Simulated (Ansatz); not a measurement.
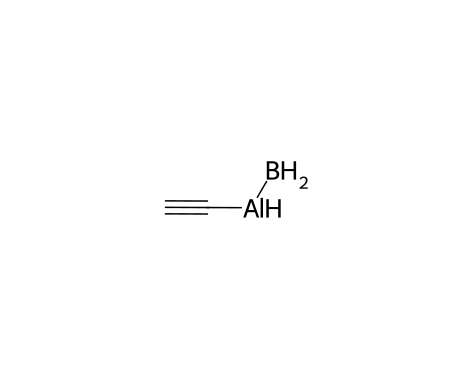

Structural formula above. The computed structure is the end point of a PBE0-D4/def2-TZVP optimisation. No frequency run is at hand to confirm it as a minimum.

Describe the 3D structure.

It has 8 atoms: 2 carbon, 4 hydrogen, 1 aluminium and 1 boron (C2H4AlB). SMILES: `[BH2][AlH][C]#C`. Among its groups: alkyne, B–H bond. The point group is Cs. Coordination: 1 B trigonal planar; 1 Al trigonal planar; 2 C linear.

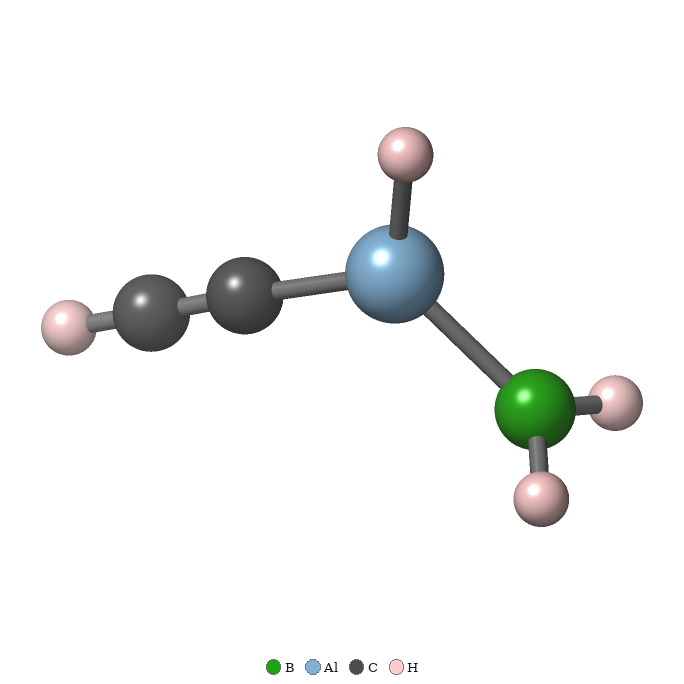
